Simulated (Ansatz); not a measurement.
# Abstraction of H: SiH2(CH3)(NH2) + GeH(CH3)Cl → SiH(CH3)(NH2) + GeH2(CH3)Cl

Species: SiH2(CH3)(NH2), singlet; GeH(CH3)Cl, doublet; SiH(CH3)(NH2), doublet; GeH2(CH3)Cl, singlet. A radical takes H: the energy is the difference in strength between the Si–H bond broken and the Ge–H bond made.

Shapes, held fixed at every level: PBE0-D4/def2-TZVP. Flexible molecules stand in one conformer, not always the lowest. Programs: Ansatz 0.2.0. The zero-point and thermal change to 298 K, harmonic and unscaled (PBE0-D4/def2-TZVP), is -0.3 kJ/mol.

```json
{"level": "HF/def2-SVP", "kind": "Hartree–Fock", "ΔH(298 K) (kJ/mol)": "+29.4", "less CCSD(T)/def2-TZVPP": "+3.0"}
{"level": "SPW92/def2-TZVPP", "kind": "LDA", "ΔH(298 K) (kJ/mol)": "+22.5", "less CCSD(T)/def2-TZVPP": "-3.9"}
{"level": "PBE-D4/def2-TZVPP", "kind": "GGA", "ΔH(298 K) (kJ/mol)": "+25.0", "less CCSD(T)/def2-TZVPP": "-1.4"}
{"level": "BHLYP-D4/def2-TZVPP", "kind": "global hybrid", "ΔH(298 K) (kJ/mol)": "+32.8", "less CCSD(T)/def2-TZVPP": "+6.4"}
{"level": "r2SCAN0-D4/def2-TZVPP", "kind": "global hybrid", "ΔH(298 K) (kJ/mol)": "+26.3", "less CCSD(T)/def2-TZVPP": "-0.1"}
{"level": "CCSD/def2-TZVPP", "kind": "coupled cluster or CI", "ΔH(298 K) (kJ/mol)": "+27.2", "less CCSD(T)/def2-TZVPP": "+0.8"}
{"level": "CCSD(T)/def2-TZVPP", "kind": "coupled cluster or CI", "ΔH(298 K) (kJ/mol)": "+26.4", "less CCSD(T)/def2-TZVPP": "0.0"}
```

The highest level, CCSD(T)/def2-TZVPP, gives ΔH(298 K) = +26.4 kJ/mol; the levels span +22.5 to +32.8. The column of differences is taken from that level and isn't an error. No measured value is set beside it here. Open shells run unrestricted. Relativity is left out for Ge. Outer-core shells of Ge are correlated, in sets that cover them unevenly.

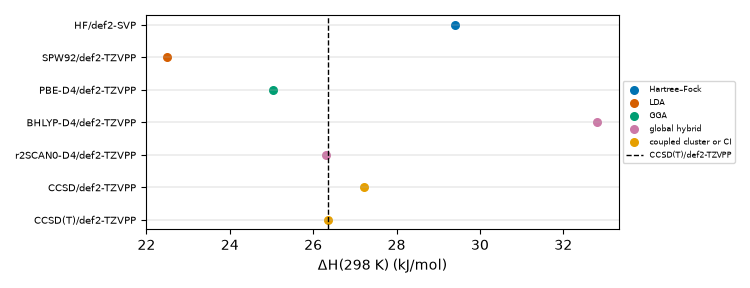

The values of the table, level by level.
